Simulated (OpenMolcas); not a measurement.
**A workflow on CH6O3Sn (SMILES C[Sn](O)(O)O)**

Wanted: a single-point energy (HF/ANO-RCC-MB), then a single-point energy (CASSCF(2,2)/ANO-RCC-VDZP), then the energy along one coordinate (CASPT2(2,2)/ANO-RCC-VDZP), then the energy along one coordinate (SC-NEVPT2(2,2)/ANO-RCC-VDZP), then the energy along one coordinate (MC-PDFT[tPBE](2,2)/ANO-RCC-VDZP) of CH6O3Sn. 

Program for the calculation: OpenMolcas 26.06.

### Step 1. The molecule

CH6O3Sn: 11 atoms, total charge 0, spin state singlet. SMILES: `C[Sn](O)(O)O`. The shape is that of a PBE0-D4/def2-TZVP optimisation. This is one conformer, not always the lowest.

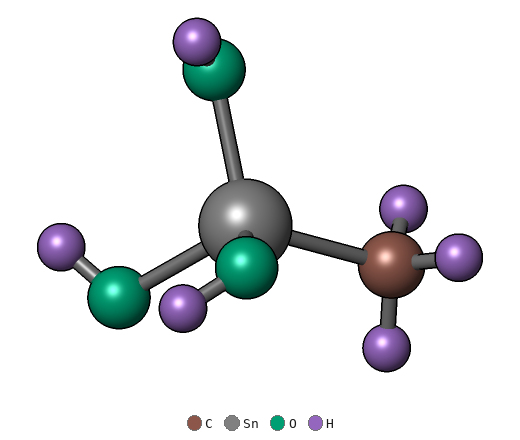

Viewed from a chosen angle; carbon brown, tin grey, oxygen teal, hydrogen purple.

### Step 2. A single-point energy at HF/ANO-RCC-MB (DKH2) (run 1)

Contents of mol.xyz:

```xyz
11

C     -1.634780     0.821450     0.161210
Sn     0.242220    -0.121540    -0.023890
O      0.658370    -1.274060     1.505120
O      1.718000     1.160190    -0.160160
O      0.358560    -1.259930    -1.614460
H     -1.512400     1.751180     0.714920
H     -2.026840     1.031120    -0.832930
H     -2.314250     0.158830     0.695300
H      1.532360    -1.093390     1.861260
H      2.293460     0.964390    -0.904370
H      0.685300    -2.138250    -1.402000
```

Contents of step1.input:

```
* CH6O3Sn Hartree-Fock
>>> EXPORT MOLCAS_PRINT=2

&GATEWAY
  Coord
  mol.xyz
  Basis
  ANO-RCC-MB
  Group
  NoSym

&SEWARD

&SCF
  PrOrbitals
  0

&LOCALISATION
  Occupied
  Freeze
  Pipek-Mezey

&LOCALISATION
  FileOrb
  $Project.LocOrb
  Virtual
  Pipek-Mezey
```

Launch:

```console
export MOLCAS_MEM=1860
pymolcas step1.input > step1.log
```

Output:

```text
--- Start Module: gateway ---
[...]
--- Stop Module: gateway /rc=_RC_ALL_IS_WELL_ ---
[...]
      Basis functions           53
[...]
       Convergence after  10 Iterations
[...]
::    Total SCF energy                              -6438.3193440178
[...]
      Total spin, S                                     0.0000000000
[...]
      Total electronic charge=   86.000000
      Total            charge=   -0.000000
[...]
      Dipole Moment (debye):
      Origin of the operator (angstrom)=    0.2787   -0.1399   -0.0275
                   X= -2.4043E-02               Y=  1.0907E-02               Z=  1.3220E-03           Total=  2.6434E-02
      Quadrupole Moment (debye*angstrom):
[...]
--- Start Module: localisation ---
[...]
--- Stop Module: localisation /rc=_RC_ALL_IS_WELL_ ---
--- Start Module: localisation ---
[...]
--- Stop Module: localisation /rc=_RC_ALL_IS_WELL_ ---
[...]
```

Wall time 8.1 s (1 thread of Arm Neoverse V2, shared host); peak memory 0.41 GiB.

### Step 3. The energy at CASSCF(2,2)/ANO-RCC-VDZP (DKH2, RICD fitting) (run 2)

mol.xyz is that of step 2.

Contents of step2.input:

```
* CH6O3Sn CASSCF
>>> EXPORT MOLCAS_PRINT=2

&GATEWAY
 Coord = mol.xyz
 Basis = ANO-RCC-MB
 Group = NoSym

&SEWARD

&RASSCF
 FileOrb = $CurrDir/step1.LocOrb
 Alter = 1
 1 44 47
 Spin = 1
 Nactel = 2 0 0
 Inactive = 42
 Ras2 = 2
 OrbListing = Nothing
>>> COPY $Project.RunFile RUNFIL1
>>> COPY $Project.RasOrb INPORB

&GATEWAY
 Coord = mol.xyz
 Basis = ANO-RCC-VDZP
 Group = NoSym
 RICD

&SEWARD
>>> COPY $Project.RunFile RUNFIL2

&EXPBAS

&RASSCF
 FileOrb = $Project.ExpOrb
 Spin = 1
 Nactel = 2 0 0
 Inactive = 42
 Ras2 = 2
 OrbListing = Nothing
 OrbAppear = Compact
```

Launch:

```console
export MOLCAS_MEM=1860
pymolcas step2.input > step2.log
```

Output:

```text
--- Start Module: gateway ---
[...]
--- Stop Module: gateway /rc=_RC_ALL_IS_WELL_ ---
[...]
      Basis functions           53
[...]
      Number of active orbitals                  2
[...]
      Spin quantum number                      0.0
[...]
      Active orbitals                            2
[...]
      Number of CSFs                             3
[...]
      Number of root(s) required                 1
[...]
      Convergence after 10 iterations
[...]
      printout of CI-coefficients larger than  0.05 for root  1
      energy=   -6438.333016
      conf/sym  11     Coeff  Weight
             1  20   0.99242 0.98489
             3  02  -0.12292 0.01511
      Natural orbitals and occupation numbers for root  1
      sym 1:   1.969782   0.030218
      ************************************************************************************************************************
      *                                                    Final results                                                     *
[...]
::    RASSCF root number  1 Total energy:  -6438.33301599
[...]
      Basis functions          129
[...]
--- Start Module: expbas ---
[...]
--- Stop Module: expbas /rc=_RC_ALL_IS_WELL_ ---
--- Start Module: rasscf ---
[...]
      Convergence after 12 iterations
[...]
      Natural orbitals and occupation numbers for root  1
      sym 1:   1.974534   0.025466
      ************************************************************************************************************************
      *                                                    Final results                                                     *
[...]
::    RASSCF root number  1 Total energy:  -6438.73529732
[...]
      Total electronic charge=   86.000000
      Total            charge=   -0.000000
[...]
      Dipole Moment (debye):
      Origin of the operator (angstrom)=    0.2787   -0.1399   -0.0275
                   X= -6.7501E-01               Y=  3.3795E-01               Z=  6.5538E-02           Total=  7.5772E-01
      Quadrupole Moment (debye*angstrom):
[...]
--- Stop Module: rasscf /rc=_RC_ALL_IS_WELL_ ---
[...]
```

Wall time 30 s (1 thread of Arm Neoverse V2, shared host); peak memory 0.41 GiB.

### Step 4. An energy scan at CASPT2(2,2)/ANO-RCC-VDZP (DKH2, RICD fitting, ipea shift 0.25 Eh, pt2 variant SS) (run 3)

Contents of step3.inp:

```
* CH6O3Sn CASPT2
>>> COPY $CurrDir/step2.RasOrb $Project.RasOrb
>>> ForEach K in (1, 2, 3, 4, 5, 6, 7, 8, 9)
&GATEWAY
Coord = $CurrDir/point$K.xyz
Basis = ANO-RCC-VDZP
Group = NoSym
RICD
&SEWARD
&RASSCF
FileOrb = $Project.RasOrb
Spin = 1
Nactel = 2 0 0
Inactive = 42
Ras2 = 2
OrbListing = Nothing
OrbAppear = Compact
&CASPT2
Imaginary = 0.2
Frozen = 22
>>> EndDo
```

Launch:

```console
export MOLCAS_MEM=1860
pymolcas step3.inp > step3.log
```

Output:

```text
[...]
      Basis functions          129
[...]
      Number of active orbitals                  2
[...]
      Spin quantum number                      0.0
[...]
      Active orbitals                            2
[...]
      Number of CSFs                             3
[...]
      Number of root(s) required                 1
[...]
      Convergence after 10 iterations
[...]
      Natural orbitals and occupation numbers for root  1
      sym 1:   1.983767   0.016233
      ************************************************************************************************************************
      *                                                    Final results                                                     *
[...]
::    RASSCF root number  1 Total energy:  -6438.71218075
[...]
::    CASPT2 Root  1     Total energy:  -6439.87958473
[...]
      Convergence after 10 iterations
[...]
      Natural orbitals and occupation numbers for root  1
      sym 1:   1.974517   0.025483
      ************************************************************************************************************************
      *                                                    Final results                                                     *
[...]
      Convergence after  9 iterations
[...]
      Natural orbitals and occupation numbers for root  1
      sym 1:   1.557002   0.442998
      ************************************************************************************************************************
      *                                                    Final results                                                     *
[...]
      Convergence after  9 iterations
[...]
      Natural orbitals and occupation numbers for root  1
      sym 1:   1.282199   0.717801
      ************************************************************************************************************************
      *                                                    Final results                                                     *
[...]
      Convergence after  9 iterations
[...]
      Natural orbitals and occupation numbers for root  1
      sym 1:   1.096582   0.903418
      ************************************************************************************************************************
      *                                                    Final results                                                     *
[...]
::    RASSCF root number  1 Total energy:  -6438.62728099
[...]
::    CASPT2 Root  1     Total energy:  -6439.76612016
[...]
      Convergence after  7 iterations
[...]
::    RASSCF root number  1 Total energy:  -6438.62660908
[...]
::    CASPT2 Root  1     Total energy:  -6439.76465683
[...]
```

Run time: 3.5 min. Hardware: 1 thread of Arm Neoverse V2, shared host; peak memory 0.37 GiB.

The scan, from its lowest point:

```tsv
Sn2–C1 (Å)	energy (kJ/mol)
1.898	43.9
2.109	0.0
2.320	26.7
2.636	107.5
3.058	211.3
3.585	291.6
4.217	329.4
5.061	341.8
6.326	345.7
```

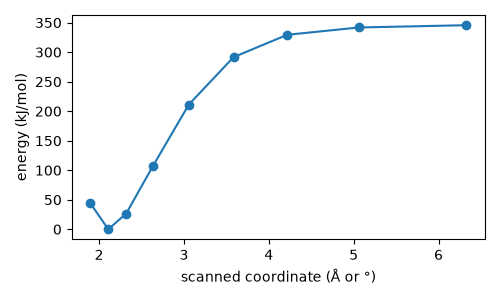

Energy along the scan.

### Step 5. The energy along one coordinate at SC-NEVPT2(2,2)/ANO-RCC-VDZP (DKH2, RICD fitting, pt2 variant SC-NEVPT2) (run 4)

Contents of step4.input:

```
>>> COPY $CurrDir/step2.RasOrb $Project.RasOrb
>>> ForEach K in (1, 2, 3, 4, 5, 6, 7, 8, 9)
&GATEWAY
Coord
$CurrDir/point$K.xyz
Basis
ANO-RCC-VDZP
Group
NoSym
RICD
&SEWARD
&RASSCF
FileOrb
$Project.RasOrb
Spin
1
Nactel
2 0 0
Inactive
42
Ras2
2
OrbListing
Nothing
OrbAppear
Compact
&CASPT2
SC-NEVPT2
Frozen
22
>>> EndDo
```

Launch:

```console
export MOLCAS_MEM=1860
pymolcas step4.input > step4.log
```

Output:

```text
[...]
      Basis functions          129
[...]
      Number of active orbitals                  2
[...]
      Spin quantum number                      0.0
[...]
      Active orbitals                            2
[...]
      Number of CSFs                             3
[...]
      Number of root(s) required                 1
[...]
      Convergence after 10 iterations
[...]
      printout of CI-coefficients larger than  0.05 for root  1
      energy=   -6438.712181
      conf/sym  11     Coeff  Weight
             1  20   0.99593 0.99188
             3  02  -0.09009 0.00812
      Natural orbitals and occupation numbers for root  1
      sym 1:   1.983767   0.016233
      ************************************************************************************************************************
      *                                                    Final results                                                     *
[...]
::    RASSCF root number  1 Total energy:  -6438.71218075
[...]
      E2 (Variational):          -1.1602097966
[...]
::    SC-NEVPT2 Root  1     Total energy:  -6439.87228547
[...]
      Convergence after 10 iterations
[...]
      Natural orbitals and occupation numbers for root  1
      sym 1:   1.974517   0.025483
      ************************************************************************************************************************
      *                                                    Final results                                                     *
[...]
      Convergence after  9 iterations
[...]
      Natural orbitals and occupation numbers for root  1
      sym 1:   1.557002   0.442998
      ************************************************************************************************************************
      *                                                    Final results                                                     *
[...]
      Convergence after  9 iterations
[...]
      Natural orbitals and occupation numbers for root  1
      sym 1:   1.282199   0.717801
      ************************************************************************************************************************
      *                                                    Final results                                                     *
[...]
      Convergence after  9 iterations
[...]
::    RASSCF root number  1 Total energy:  -6438.62728099
[...]
::    SC-NEVPT2 Root  1     Total energy:  -6439.76252659
[...]
      Convergence after  7 iterations
[...]
::    RASSCF root number  1 Total energy:  -6438.62660908
[...]
      E2 (Variational):          -1.1346352107
[...]
      Reference weight:           0.76058
[...]
::    SC-NEVPT2 Root  1     Total energy:  -6439.76124430
[...]
```

Run time: 3.3 min. Hardware: 1 thread of Arm Neoverse V2, shared host; peak memory 0.37 GiB.

The scan, from its lowest point:

```tsv
Sn2–C1 (Å)	energy (kJ/mol)
1.898	48.1
2.109	0.0
2.320	23.0
2.636	101.0
3.058	205.4
3.585	287.1
4.217	324.4
5.061	336.2
6.326	339.6
```

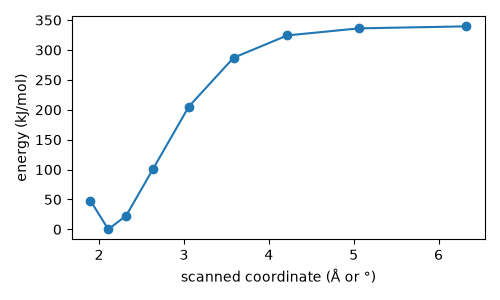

Energy along the scan.

### Step 6. The energy along one coordinate at MC-PDFT[tPBE](2,2)/ANO-RCC-VDZP (DKH2, RICD fitting) (run 5)

Contents of step5.inp:

```
>>> COPY $CurrDir/step2.RasOrb $Project.RasOrb
>>> ForEach K in (1, 2, 3, 4, 5, 6, 7, 8, 9)
&GATEWAY
Coord=$CurrDir/point$K.xyz
Basis=ANO-RCC-VDZP
Group=NoSym
RICD
&SEWARD
&RASSCF
FileOrb=$Project.RasOrb
Spin=1
Nactel=2 0 0
Inactive=42
Ras2=2
OrbListing=Nothing
OrbAppear=Compact
&MCPDFT
KSDFT=T:PBE
>>> EndDo
```

Launch:

```console
export MOLCAS_MEM=1860
pymolcas step5.inp > step5.log
```

Output:

```text
--- Start Module: gateway ---
[...]
      Basis functions          129
[...]
      Number of active orbitals                  2
[...]
      Spin quantum number                      0.0
[...]
      Active orbitals                            2
[...]
      Number of CSFs                             3
[...]
      Number of root(s) required                 1
[...]
      Convergence after 10 iterations
[...]
      printout of CI-coefficients larger than  0.05 for root  1
      energy=   -6438.712181
      conf/sym  11     Coeff  Weight
             1  20   0.99593 0.99188
             3  02  -0.09009 0.00812
      Natural orbitals and occupation numbers for root  1
      sym 1:   1.983767   0.016233
      ************************************************************************************************************************
      *                                                    Final results                                                     *
[...]
::    RASSCF root number  1 Total energy:  -6438.71218075
[...]
::    MCPDFT root number  1 Total energy:  -6442.17668614
[...]
      Convergence after 10 iterations
[...]
      Natural orbitals and occupation numbers for root  1
      sym 1:   1.974517   0.025483
      ************************************************************************************************************************
      *                                                    Final results                                                     *
[...]
      Convergence after  9 iterations
[...]
      Natural orbitals and occupation numbers for root  1
      sym 1:   1.557002   0.442998
      ************************************************************************************************************************
      *                                                    Final results                                                     *
[...]
      Convergence after  9 iterations
[...]
      Natural orbitals and occupation numbers for root  1
      sym 1:   1.282199   0.717801
      ************************************************************************************************************************
      *                                                    Final results                                                     *
[...]
      Convergence after  9 iterations
[...]
::    RASSCF root number  1 Total energy:  -6438.62728099
[...]
::    MCPDFT root number  1 Total energy:  -6442.06378990
[...]
      Convergence after  7 iterations
[...]
::    RASSCF root number  1 Total energy:  -6438.62660908
[...]
      Total electronic charge=   86.000000
      Total            charge=   -0.000000
[...]
::    MCPDFT root number  1 Total energy:  -6442.06321848
[...]
```

It took 3.4 min on 1 thread of Arm Neoverse V2, shared host; peak memory 0.37 GiB.

The scan, from its lowest point:

```tsv
Sn2–C1 (Å)	energy (kJ/mol)
1.898	47.9
2.109	0.0
2.320	21.9
2.636	98.0
3.058	203.5
3.585	291.9
4.217	333.6
5.061	344.3
6.326	345.8
```

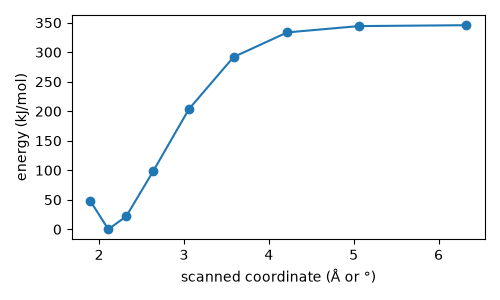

Energy along the scan.

### Step 7. Results

```
                                                         quantity           value
                               run 1, HF/ANO-RCC-MB: total energy  -6438.31934 Eh
                              run 1, HF/ANO-RCC-MB: dipole moment          0.03 D
                                run 1, HF/ANO-RCC-MB: HOMO energy       -12.34 eV
                                run 1, HF/ANO-RCC-MB: LUMO energy         3.60 eV
                              run 1, HF/ANO-RCC-MB: HOMO–LUMO gap        15.94 eV
                    run 2, CASSCF(2,2)/ANO-RCC-VDZP: total energy  -6438.73530 Eh
  run 2, CASSCF(2,2)/ANO-RCC-VDZP: dipole moment (CASSCF density)          0.76 D
       run 3, CASPT2(2,2)/ANO-RCC-VDZP: lowest energy of the scan  -6439.89632 Eh
    run 4, SC-NEVPT2(2,2)/ANO-RCC-VDZP: lowest energy of the scan  -6439.89059 Eh
run 5, MC-PDFT[tPBE](2,2)/ANO-RCC-VDZP: lowest energy of the scan  -6442.19492 Eh
```

What this shows: Mulliken charges (run 2, CASSCF(2,2)/ANO-RCC-VDZP) run from -0.74 on O3 to +2.02 on Sn2; they depend strongly on the basis.
